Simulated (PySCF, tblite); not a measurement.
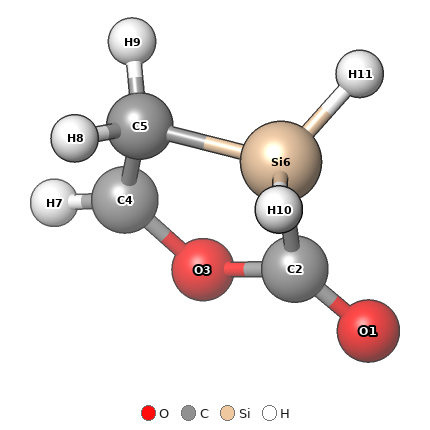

First-order isotropic EPR spectrum (fast tumbling, first derivative) of C₃H₅O₂Si, SMILES O=C1O[CH]C[SiH2]1, doublet at 9.30 GHz, Lorentzian lines of 0.10 mT full width at half height, from computed g and hyperfine couplings (B3LYP/pcH-1, PySCF, at a GFN2-xTB geometry (a minimum by its frequencies), gas phase); values of one conformer, averaged over methyl-type rotors alone; other conformers aren't averaged in; no vibrational averaging; dilute isotopes left out. The SMILES is one Lewis form and needn't show where the spin sits.

**Give g and the hyperfine couplings.**

g_iso = 2.0030, which centres the spectrum at 331.7 mT; it spans 9.4 mT.

```csv
nuclei,isotope,a (mT),a (MHz)
H8,¹H,3.42,95.9
H9,¹H,3.40,95.4
H7,¹H,−2.39,−66.9
"H10, H11",¹H,0.08,2.3
```

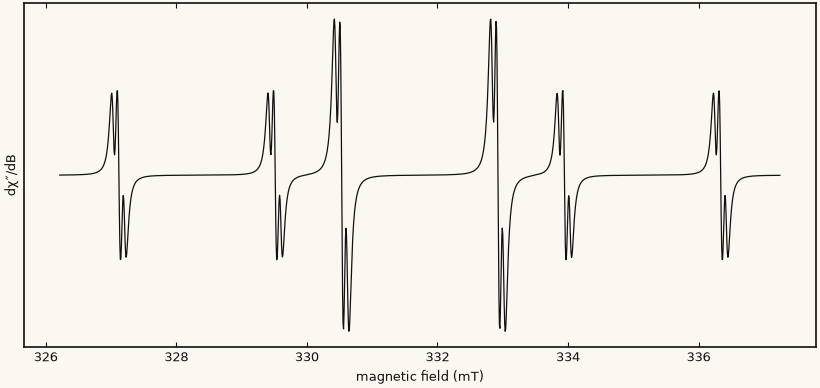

Caveats: the tight-binding geometry is rougher than a DFT one and adds to the error.
